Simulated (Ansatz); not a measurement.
## Electronic structure of AlBrF2···H4OSi in real space

The calculation's input:

```
crystal:
  periodic: [false, false, false]
  atoms:
    - { symbol: Al, position_ang: [0.0, 0.0, 0.0] }
    - { symbol: O, position_ang: [0.0, 0.0, 2.13] }
    - { symbol: Si, position_ang: [-1.3147, -0.4067, 3.0936] }
    - { symbol: H, position_ang: [-2.239, -1.2403, 2.3304] }
    - { symbol: H, position_ang: [-0.8506, -1.1432, 4.2657] }
    - { symbol: H, position_ang: [-1.9987, 0.8095, 3.5233] }
    - { symbol: F, position_ang: [1.4635, 0.0, -0.845] }
    - { symbol: F, position_ang: [-1.4635, 0.0, -0.845] }
    - { symbol: Br, position_ang: [0.1215, 2.5689, 0.8545] }
    - { symbol: H, position_ang: [0.0592, 1.2514, 2.0086] }
basis:
  gaussian: { orbitals: def2-SVP }
hamiltonian:
  xc: pbe0
  dispersion: d4
relax:
  f_tol: 0.15
  max_steps: 25
  restrain:
    - { distance: [0, 8], at: 2.41, k: 30.0 }
    - { distance: [9, 1], at: 1.01, k: 30.0 }
    - { distance: [0, 1], at: 2.98, k: 30.0 }
    - { distance: [9, 8], at: 2.75, k: 30.0 }
output:
  orbitals: {}
```

Run with:

```sh
ansatz run input.yaml --threads 4 --pin off --max-ram 5120MiB --backend cpu --events-out ev --progress --plain --runs-dir out
```

The fields are those of the run's last geometry, not of the input's.

Not at a stationary point (largest force 1.8 eV/Å).

Method: RKS PBE0-D4/def2-SVP (Ansatz 0.2.0).

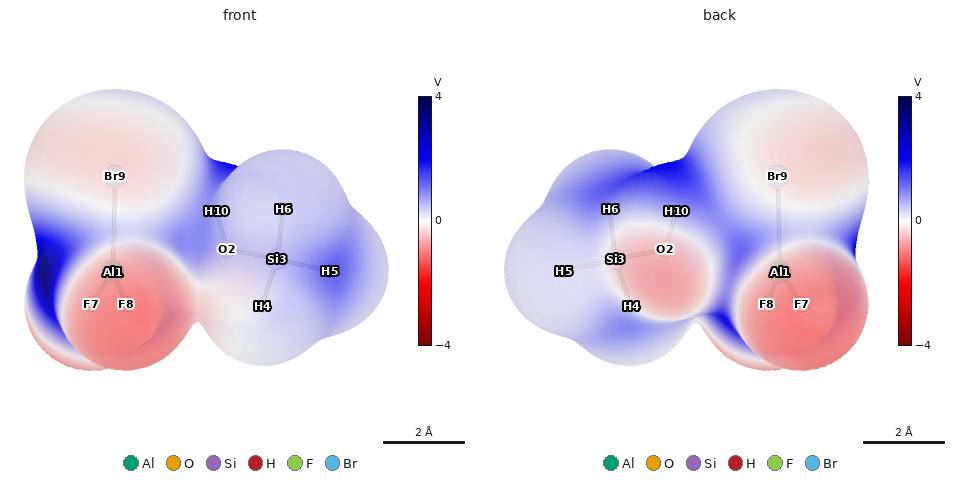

Figure 1. The molecular electrostatic potential painted on the density surface at 0.001 e/bohr³, seen from the front and from behind; red is negative and blue positive.

**Describe the electrostatic potential map.**

The most negative region (about −1.0 V) lies over F7 and F8, the most positive (about +3.1 V) over Al1.

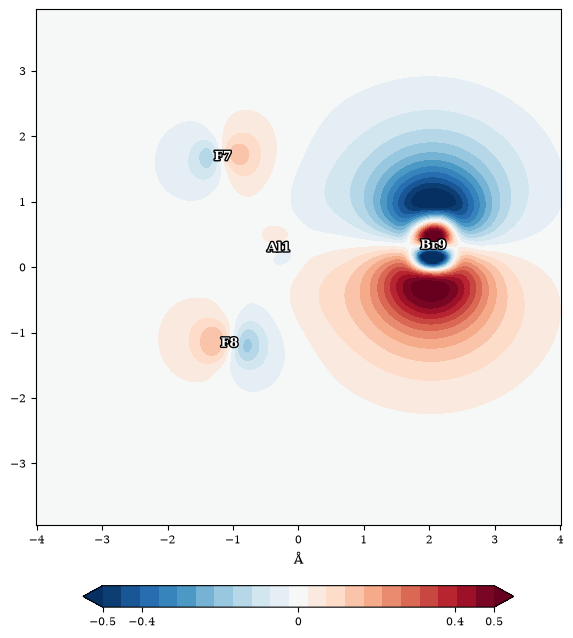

Figure 2. The HOMO on the plane of atoms F8, Al1 and Br9 (values in Å⁻³ᐟ²; the overall sign is arbitrary).

**Where does this orbital lie, and at what energy?**

Its weight (Hirshfeld) is mainly on Br9 (about 85 %); largely a lone pair of Br9. Its energy is −8.81 eV.
